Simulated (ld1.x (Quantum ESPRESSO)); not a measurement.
**Pseudopotential generation for Cl**

- system: chlorine (Cl, Z = 17), core [Ne], reference valence 3s2 3p5, valence charge 7.
- method: ultrasoft potential, revPBE, scalar-relativistic, made with ld1.x (Quantum ESPRESSO) 7.5

**Input file**
```
 &input
   title='Cl', zed=17., rel=1, dft='REVPBE', iswitch=3,
   config='[Ne] 3s2 3p5',
   nld=2, rlderiv=1.55, eminld=-4.0, emaxld=5.0, deld=0.02
 /
 &inputp
   pseudotype=3, tm=.true., lloc=-2, rcloc=0.95,
   nlcc=.false.,
   file_pseudopw='Cl.UPF', file_wfcaegen='ae.wfc', file_wfcncgen='nc.wfc', file_beta='beta', file_chi='chi', file_wfcusgen='us.wfc'
 /
4
3S  1  0   2.00   0.00  0.85  1.20  0.0
3S  1  0   0.00   1.15  0.85  1.20  0.0
3P  2  1   5.00   0.00  1.05  1.40  0.0
3P  2  1   0.00   0.60  1.05  1.40  0.0
 &test
   configts(1)='3s2 3p5'
 /
```

**Input of the test run**
```
 &input
   title='Cl', zed=17., rel=1, dft='REVPBE', iswitch=2,
   config='[Ne] 3s2 3p5'
 /
 &test
   file_pseudo='Cl.UPF', nconf=8,
   configts(1)='3s2 3p5',
   configts(2)='3s2 3p4',
   configts(3)='3s2 3p3',
   configts(4)='3s2 3p2',
   configts(5)='3s2 3p4.5',
   configts(6)='3s2 3p1',
   configts(7)='3s2 3p5.3',
   configts(8)='3s1 3p5'
 /
```

Hardware: 1 CPU thread, shared host.

Launched with:
```bash
ld1.x < Cl.in > Cl.out
```

**Log**
```
     Program LD1 v.7.5
     --------------------------- All-electron run ----------------------------

     Cl
     scalar relativistic calculation

     atomic number is 17.00
     dft =REVPBE   lsd =0 sic =0 latt =0  beta=0.20 tr2=1.0E-14
     Exchange-correlation= REVPBE
                           (   1   4   4   4   0   0   0)
     mesh =1157 r(mesh) = 101.16842 a.u. xmin = -7.00 dx = 0.01250
     1 Ry =  13.60569312 eV, c = 137.03599908

     n l     nl                  e(Ry)          e(Ha)          e(eV)
     1 0     1S 1( 2.00)      -202.2491      -101.1246     -2751.7397
     2 0     2S 1( 2.00)       -18.5794        -9.2897      -252.7862
     2 1     2P 1( 6.00)       -14.0797        -7.0399      -191.5646
     3 0     3S 1( 2.00)        -1.5193        -0.7596       -20.6708
     3 1     3P 1( 5.00)        -0.6291        -0.3146        -8.5596

     final scf error:  6.2E-15 reached in  27 iterations

     Etot =    -923.082776 Ry,    -461.541388 Ha,  -12559.180974 eV

     Ekin =     927.234499 Ry,     463.617250 Ha,   12615.668047 eV
     Encl =   -2200.978859 Ry,   -1100.489429 Ha,  -29945.842921 eV
     Eh   =     407.032211 Ry,     203.516105 Ha,    5537.955348 eV
     Exc  =     -56.370627 Ry,     -28.185313 Ha,    -766.961448 eV

     normalization and overlap integrals

     s(1S/1S) =  1.000000  <r> =   0.0909  <r2> =    0.0111  r(max) =   0.0596
     s(2S/2S) =  1.000000  <r> =   0.4439  <r2> =    0.2341  r(max) =   0.3603
     s(2P/2P) =  1.000000  <r> =   0.4067  <r2> =    0.2061  r(max) =   0.3025
     s(3S/3S) =  1.000000  <r> =   1.5362  <r2> =    2.7457  r(max) =   1.2895
     s(3P/3P) =  1.000000  <r> =   1.8427  <r2> =    4.0973  r(max) =   1.4252

     ------------------------ End of All-electron run ------------------------

     --------------------- Generating US pseudopotential ---------------------

      Generating local potential from pseudized AE potential:
      Matching radius rcloc =   0.9500
      Enforcing V''(0)=0 (lloc=-2)

      Local pseudo, rcloc= 0.943 Estimated cut-off energy=    30.33 Ry

      Wfc   3S  rcut= 0.854  Using Troullier-Martins method
      Wfc-us  3S rcutus= 1.211  Estimated cut-off energy=    29.63 Ry

      Wfc   3S  rcut= 0.854  Using Troullier-Martins method
      Wfc-us  3S rcutus= 1.211  Estimated cut-off energy=    33.76 Ry

      Wfc   3P  rcut= 1.043  Using Troullier-Martins method
      Wfc-us  3P rcutus= 1.407  Estimated cut-off energy=    37.66 Ry

      Wfc   3P  rcut= 1.043  Using Troullier-Martins method
      Wfc-us  3P rcutus= 1.407  Estimated cut-off energy=    39.95 Ry

     ------------------- End of pseudopotential generation -------------------

     --------------------------- All-electron run ----------------------------

     Cl
     scalar relativistic calculation

     atomic number is 17.00
     dft =REVPBE   lsd =0 sic =0 latt =0  beta=0.20 tr2=1.0E-14
     Exchange-correlation= REVPBE
                           (   1   4   4   4   0   0   0)
     mesh =1157 r(mesh) = 101.16842 a.u. xmin = -7.00 dx = 0.01250
     1 Ry =  13.60569312 eV, c = 137.03599908

     n l     nl                  e(Ry)          e(Ha)          e(eV)
     1 0     1S 1( 2.00)      -202.2491      -101.1246     -2751.7397
     2 0     2S 1( 2.00)       -18.5794        -9.2897      -252.7862
     2 1     2P 1( 6.00)       -14.0797        -7.0399      -191.5646
     3 0     3S 1( 2.00)        -1.5193        -0.7596       -20.6708
     3 1     3P 1( 5.00)        -0.6291        -0.3146        -8.5596

     final scf error:  6.2E-15 reached in  27 iterations

     Etot =    -923.082776 Ry,    -461.541388 Ha,  -12559.180974 eV

     Ekin =     927.234499 Ry,     463.617250 Ha,   12615.668047 eV
     Encl =   -2200.978859 Ry,   -1100.489429 Ha,  -29945.842921 eV
     Eh   =     407.032211 Ry,     203.516105 Ha,    5537.955348 eV
     Exc  =     -56.370627 Ry,     -28.185313 Ha,    -766.961448 eV

     normalization and overlap integrals

     s(1S/1S) =  1.000000  <r> =   0.0909  <r2> =    0.0111  r(max) =   0.0596
     s(2S/2S) =  1.000000  <r> =   0.4439  <r2> =    0.2341  r(max) =   0.3603
     s(2P/2P) =  1.000000  <r> =   0.4067  <r2> =    0.2061  r(max) =   0.3025
     s(3S/3S) =  1.000000  <r> =   1.5362  <r2> =    2.7457  r(max) =   1.2895
     s(3P/3P) =  1.000000  <r> =   1.8427  <r2> =    4.0973  r(max) =   1.4252

     ------------------------ End of All-electron run ------------------------

     Computing logarithmic derivative in   1.54582
     Computing logarithmic derivative in   1.54582
     Computing the partial wave expansion
     R is outside the sphere for l=    0 j= 0.00
     R is outside the sphere for l=    0 j= 0.00
     R is outside the sphere for l=    1 j= 0.00
     R is outside the sphere for l=    1 j= 0.00

     ---------------------- Testing the pseudopotential ----------------------

     Cl
     scalar relativistic calculation

     atomic number is 17.00   valence charge is  7.00
     dft =REVPBE   lsd =0 sic =0 latt =0  beta=0.20 tr2=1.0E-14
     mesh =1157 r(mesh) = 101.16842 xmin = -7.00 dx = 0.01250

     n l     nl             e AE (Ry)        e PS (Ry)    De AE-PS (Ry)
     1 0     3S   1( 2.00)       -1.51927       -1.51929        0.00002
     2 1     3P   1( 5.00)       -0.62912       -0.62912        0.00001

     eps = 9.3E-17  iter =  4

     Etot =    -923.082776 Ry,    -461.541388 Ha,  -12559.180974 eV
     Etotps =   -29.884719 Ry,     -14.942360 Ha,    -406.602318 eV

     Ekin =      11.528516 Ry,       5.764258 Ha,     156.853457 eV
     Encl =     -65.698302 Ry,     -32.849151 Ha,    -893.870930 eV
     Ehrt =      25.328622 Ry,      12.664311 Ha,     344.613465 eV
     Ecxc =      -5.648802 Ry,      -2.824401 Ha,     -76.855862 eV
     Epseu=       4.605245 Ry,       2.302623 Ha,      62.657552 eV

     ---------------------- End of pseudopotential test ----------------------
```

**Output of the test run (extracts)**
```
     ---------------------- Testing the pseudopotential ----------------------

     Cl
     scalar relativistic calculation

     atomic number is 17.00   valence charge is  7.00
     dft =REVPBE   lsd =0 sic =0 latt =0  beta=0.20 tr2=1.0E-14
     mesh =1157 r(mesh) = 101.16842 xmin = -7.00 dx = 0.01250

     n l     nl             e AE (Ry)        e PS (Ry)    De AE-PS (Ry)
     1 0     3S   1( 2.00)       -1.51927       -1.51929        0.00002
     2 1     3P   1( 5.00)       -0.62912       -0.62912        0.00001

     eps = 9.3E-17  iter =  4

     Etot =    -923.082776 Ry,    -461.541388 Ha,  -12559.180974 eV
     Etotps =   -29.884719 Ry,     -14.942360 Ha,    -406.602318 eV

     Ekin =      11.528516 Ry,       5.764258 Ha,     156.853457 eV
     Encl =     -65.698302 Ry,     -32.849151 Ha,    -893.870930 eV
     Ehrt =      25.328622 Ry,      12.664311 Ha,     344.613465 eV
     Ecxc =      -5.648802 Ry,      -2.824401 Ha,     -76.855862 eV
     Epseu=       4.605245 Ry,       2.302623 Ha,      62.657552 eV

     ---------------------- End of pseudopotential test ----------------------

     ---------------------- Testing the pseudopotential ----------------------

     Cl
     scalar relativistic calculation

     atomic number is 17.00   valence charge is  7.00
     dft =REVPBE   lsd =0 sic =0 latt =0  beta=0.20 tr2=1.0E-14
     mesh =1157 r(mesh) = 101.16842 xmin = -7.00 dx = 0.01250

     n l     nl             e AE (Ry)        e PS (Ry)    De AE-PS (Ry)
     1 0     3S   1( 2.00)       -2.35826       -2.35941        0.00116
     2 1     3P   1( 4.00)       -1.42588       -1.42551       -0.00037

     eps = 1.5E-15  iter = 11

     Etot =    -922.065180 Ry,    -461.032590 Ha,  -12545.335882 eV
     Etotps =   -28.867168 Ry,     -14.433584 Ha,    -392.757834 eV
     dEtot_ae =       1.017595 Ry
     dEtot_ps =       1.017551 Ry,   Delta E=       0.000045 Ry

     Ekin =      10.772496 Ry,       5.386248 Ha,     146.567272 eV
     Encl =     -59.148777 Ry,     -29.574389 Ha,    -804.760110 eV
     Ehrt =      19.861470 Ry,       9.930735 Ha,     270.229064 eV
     Ecxc =      -4.948725 Ry,      -2.474362 Ha,     -67.330830 eV
     Epseu=       4.596368 Ry,       2.298184 Ha,      62.536770 eV

     ---------------------- End of pseudopotential test ----------------------

     ---------------------- Testing the pseudopotential ----------------------

     Cl
     scalar relativistic calculation

     atomic number is 17.00   valence charge is  7.00
     dft =REVPBE   lsd =0 sic =0 latt =0  beta=0.20 tr2=1.0E-14
     mesh =1157 r(mesh) = 101.16842 xmin = -7.00 dx = 0.01250

     n l     nl             e AE (Ry)        e PS (Ry)    De AE-PS (Ry)
     1 0     3S   1( 2.00)       -3.30120       -3.30384        0.00264
     2 1     3P   1( 3.00)       -2.32722       -2.32546       -0.00176

     eps = 4.8E-15  iter = 14

     Etot =    -920.196535 Ry,    -460.098267 Ha,  -12519.911667 eV
     Etotps =   -26.999333 Ry,     -13.499666 Ha,    -367.344637 eV
     dEtot_ae =       2.886241 Ry
     dEtot_ps =       2.885386 Ry,   Delta E=       0.000854 Ry

     Ekin =       9.545155 Ry,       4.772577 Ha,     129.868449 eV
     Encl =     -51.501425 Ry,     -25.750713 Ha,    -700.712589 eV
     Ehrt =      14.589817 Ry,       7.294908 Ha,     198.504571 eV
     Ecxc =      -4.151562 Ry,      -2.075781 Ha,     -56.484876 eV
     Epseu=       4.518683 Ry,       2.259341 Ha,      61.479808 eV

     ---------------------- End of pseudopotential test ----------------------

     ---------------------- Testing the pseudopotential ----------------------

     Cl
     scalar relativistic calculation

     atomic number is 17.00   valence charge is  7.00
     dft =REVPBE   lsd =0 sic =0 latt =0  beta=0.20 tr2=1.0E-14
     mesh =1157 r(mesh) = 101.16842 xmin = -7.00 dx = 0.01250

     n l     nl             e AE (Ry)        e PS (Ry)    De AE-PS (Ry)
     1 0     3S   1( 2.00)       -4.32719       -4.33131        0.00412
     2 1     3P   1( 2.00)       -3.31401       -3.30879       -0.00523  !

     eps = 1.2E-15  iter = 13

     Etot =    -917.382604 Ry,    -458.691302 Ha,  -12481.626180 eV
     Etotps =   -24.188466 Ry,     -12.094233 Ha,    -329.100843 eV
     dEtot_ae =       5.700172 Ry
     dEtot_ps =       5.696253 Ry,   Delta E=       0.003919 Ry

     Ekin =       7.832454 Ry,       3.916227 Ha,     106.565960 eV
     Encl =     -42.906659 Ry,     -21.453329 Ha,    -583.774831 eV
     Ehrt =       9.827119 Ry,       4.913560 Ha,     133.704771 eV
     Ecxc =      -3.297328 Ry,      -1.648664 Ha,     -44.862428 eV
     Epseu=       4.355948 Ry,       2.177974 Ha,      59.265685 eV

     ---------------------- End of pseudopotential test ----------------------

     ---------------------- Testing the pseudopotential ----------------------

     Cl
     scalar relativistic calculation

     atomic number is 17.00   valence charge is  7.00
     dft =REVPBE   lsd =0 sic =0 latt =0  beta=0.20 tr2=1.0E-14
     mesh =1157 r(mesh) = 101.16842 xmin = -7.00 dx = 0.01250

     n l     nl             e AE (Ry)        e PS (Ry)    De AE-PS (Ry)
     1 0     3S   1( 2.00)       -1.92394       -1.92447        0.00053
     2 1     3P   1( 4.50)       -1.01277       -1.01267       -0.00010

     eps = 1.1E-15  iter =  9

     Etot =    -922.673655 Ry,    -461.336828 Ha,  -12553.614608 eV
     Etotps =   -29.475583 Ry,     -14.737792 Ha,    -401.035739 eV
     dEtot_ae =       0.409120 Ry
     dEtot_ps =       0.409136 Ry,   Delta E=      -0.000016 Ry

     Ekin =      11.208640 Ry,       5.604320 Ha,     152.501319 eV
     Encl =     -62.574038 Ry,     -31.287019 Ha,    -851.363154 eV
     Ehrt =      22.595682 Ry,      11.297841 Ha,     307.429914 eV
     Ecxc =      -5.313933 Ry,      -2.656967 Ha,     -72.299748 eV
     Epseu=       4.608066 Ry,       2.304033 Ha,      62.695929 eV

     ---------------------- End of pseudopotential test ----------------------

     ---------------------- Testing the pseudopotential ----------------------

     Cl
     scalar relativistic calculation

     atomic number is 17.00   valence charge is  7.00
     dft =REVPBE   lsd =0 sic =0 latt =0  beta=0.20 tr2=1.0E-14
     mesh =1157 r(mesh) = 101.16842 xmin = -7.00 dx = 0.01250

     n l     nl             e AE (Ry)        e PS (Ry)    De AE-PS (Ry)
     1 0     3S   1( 2.00)       -5.42106       -5.42584        0.00478
     2 1     3P   1( 1.00)       -4.37209       -4.35958       -0.01252  !

     eps = 4.4E-15  iter = 26

     Etot =    -913.545146 Ry,    -456.772573 Ha,  -12429.414916 eV
     Etotps =   -20.359217 Ry,     -10.179608 Ha,    -277.001255 eV
     dEtot_ae =       9.537629 Ry
     dEtot_ps =       9.525502 Ry,   Delta E=       0.012127 Ry

     Ekin =       5.621668 Ry,       2.810834 Ha,      76.486689 eV
     Encl =     -33.464936 Ry,     -16.732468 Ha,    -455.313652 eV
     Ehrt =       5.807367 Ry,       2.903683 Ha,      79.013252 eV
     Ecxc =      -2.421480 Ry,      -1.210740 Ha,     -32.945917 eV
     Epseu=       4.098165 Ry,       2.049082 Ha,      55.758373 eV

     ---------------------- End of pseudopotential test ----------------------

     ---------------------- Testing the pseudopotential ----------------------

     Cl
     scalar relativistic calculation

     atomic number is 17.00   valence charge is  7.00
     dft =REVPBE   lsd =0 sic =0 latt =0  beta=0.20 tr2=1.0E-14
     mesh =1157 r(mesh) = 101.16842 xmin = -7.00 dx = 0.01250

     n l     nl             e AE (Ry)        e PS (Ry)    De AE-PS (Ry)
     1 0     3S   1( 2.00)       -1.29317       -1.29295       -0.00022
     2 1     3P   1( 5.30)       -0.41527       -0.41529        0.00002

     eps = 2.2E-16  iter = 11

     Etot =    -923.239086 Ry,    -461.619543 Ha,  -12561.307684 eV
     Etotps =   -30.041051 Ry,     -15.020525 Ha,    -408.729316 eV
     dEtot_ae =      -0.156310 Ry
     dEtot_ps =      -0.156331 Ry,   Delta E=       0.000021 Ry

     Ekin =      11.665105 Ry,       5.832552 Ha,     158.711837 eV
     Encl =     -67.410698 Ry,     -33.705349 Ha,    -917.169273 eV
     Ehrt =      26.938096 Ry,      13.469048 Ha,     366.511472 eV
     Ecxc =      -5.831640 Ry,      -2.915820 Ha,     -79.343506 eV
     Epseu=       4.598086 Ry,       2.299043 Ha,      62.560154 eV

     ---------------------- End of pseudopotential test ----------------------

     ---------------------- Testing the pseudopotential ----------------------

     Cl
     scalar relativistic calculation

     atomic number is 17.00   valence charge is  7.00
     dft =REVPBE   lsd =0 sic =0 latt =0  beta=0.20 tr2=1.0E-14
     mesh =1157 r(mesh) = 101.16842 xmin = -7.00 dx = 0.01250

     n l     nl             e AE (Ry)        e PS (Ry)    De AE-PS (Ry)
     1 0     3S   1( 1.00)       -2.40526       -2.39709       -0.00817  !
     2 1     3P   1( 5.00)       -1.46717       -1.46860        0.00143

     eps = 5.3E-17  iter = 11

     Etot =    -921.129913 Ry,    -460.564956 Ha,  -12532.610920 eV
     Etotps =   -27.935120 Ry,     -13.967560 Ha,    -380.076675 eV
     dEtot_ae =       1.952863 Ry
     dEtot_ps =       1.949599 Ry,   Delta E=       0.003264 Ry

     Ekin =      12.084285 Ry,       6.042143 Ha,     164.415077 eV
     Encl =     -58.492996 Ry,     -29.246498 Ha,    -795.837758 eV
     Ehrt =      19.594025 Ry,       9.797013 Ha,     266.590298 eV
     Ecxc =      -4.860400 Ry,      -2.430200 Ha,     -66.129105 eV
     Epseu=       3.739965 Ry,       1.869982 Ha,      50.884813 eV

     ---------------------- End of pseudopotential test ----------------------
```

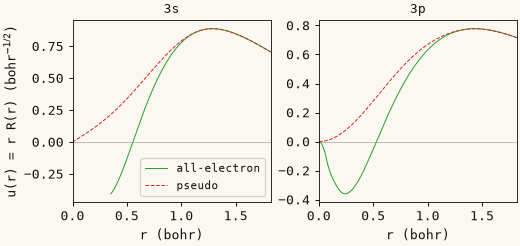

**Figure 1.** Pseudo-waves (dashed) against the all-electron radial functions (solid). The innermost oscillations of some all-electron curves aren't drawn. Reference configuration 3s2 3p5.

- Matching radii: 3s at 1.20 bohr; 3p at 1.40 bohr. The curves merge smoothly, so the plot gives these only roughly.
- Nodes of the pseudo-waves: 3s has no node; 3p has no node.

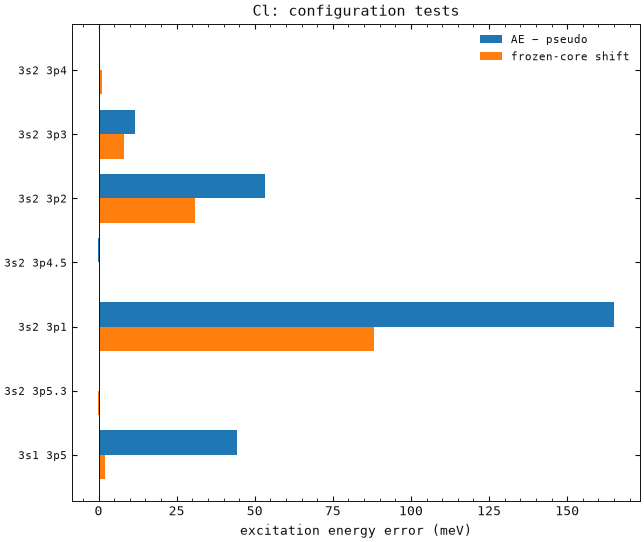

**Figure 2.** Errors, all-electron minus pseudo, of the energies of valence configurations relative to the unpolarised reference 3s2 3p5. The frozen-core shift is the all-electron excitation energy with the core held at its reference shape less the relaxed one.

- Worst configuration: 3s2 3p1 (charge +4): the error is +165 meV on an all-electron energy of +129.77 eV relative to the reference, or 0.13 %.

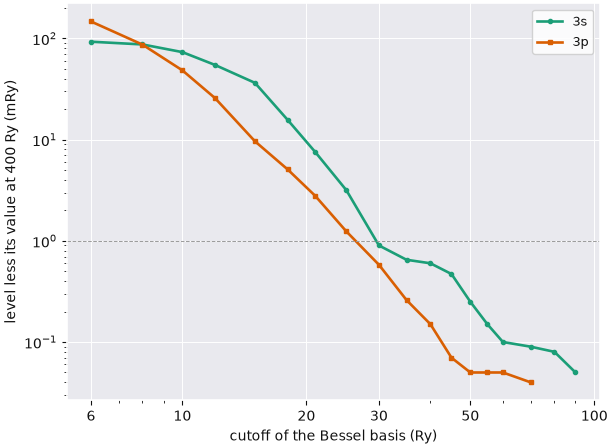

**Figure 3.** The pseudo-atom Hamiltonian at the reference potential is diagonalised in spherical Bessel functions (20 bohr box) up to the cutoff. Curves: distance of each valence level from its value at 400 Ry.

- Cutoffs from which each level stays within 1 mRy: 3s: 30 Ry; 3p: 30 Ry.
- Cutoffs for 10 and 1 mRy in the occupation-weighted sum of levels: 30 Ry and 50 Ry, on the ladder of cutoffs that was run.

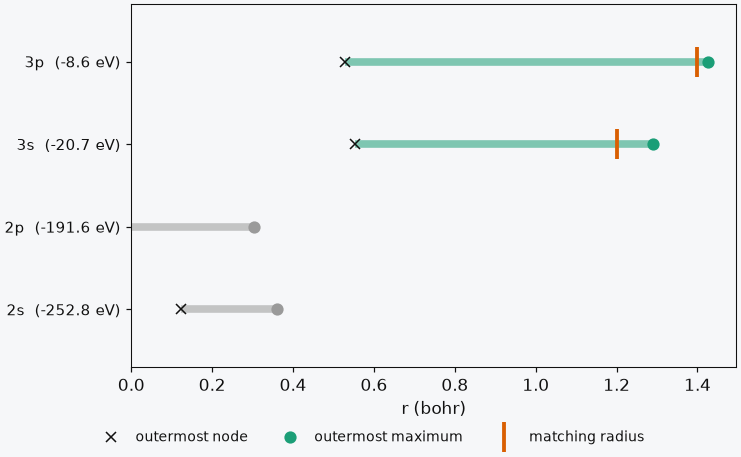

**Figure 4.** Outer shells of the all-electron reference atom: each bar runs from the outermost node (or the nucleus) to the outermost maximum of u(r); the tick is the radius chosen for the pseudo-wave. Shells without a tick have no pseudo-wave of their own. Levels, nodes and maxima are from ld1.x, scalar-relativistic.

- Radii against the shells: 3s: 1.20 bohr, between node and maximum; 3p: 1.40 bohr, between node and maximum.

**Key numbers**

- outcome: generated
- cutoffs needed: 30 Ry and 50 Ry (the cutoffs, on a coarse ladder, from which the occupation-weighted sum of valence levels, in a spherical-Bessel basis at the reference potential, stays within 10 and 1 mRy of its value at 400 Ry); ghost states and empty shells don't enter this sum
- ghost test: no ghost state below the valence levels in the s, p, d, f channels (spherical-Bessel basis up to 400 Ry, 20 bohr box)
- largest excitation error: +165 meV (all-electron minus pseudo) for 3s2 3p1, out of 7 test configurations
- lowest eigenvalue of the overlap operator S in a Bessel basis (separate test): 0.56 (s channel)
- range over which the phases arctan(r u′/u) at the test radius agree within 0.05 rad (a looser test near the poles than one of phase shifts): s: over the whole range computed; p: over the whole range computed
- wall time: 1.4 s
